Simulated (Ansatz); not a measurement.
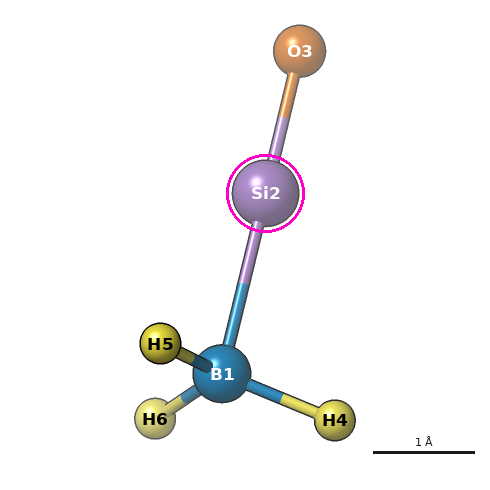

Orthographic view. Distant atoms are faded towards the background colour. The geometry was computed by an optimisation with PBE-D4/def2-SVP. No frequency run is at hand to confirm it as a minimum.

Question: Which atoms are bonded to the circled atom?

Answer: The circled atom is Si2; it is bonded to B1, O3.

Question: Of B1 and H6, which is nearer the viewer?

Answer: B1; the bond to H6 points away from the viewer, so it looks shorter than its 1.23 Å.

Question: Which atom is nearest the viewer?

Answer: H5, 1.3 Å in front of the mean position.
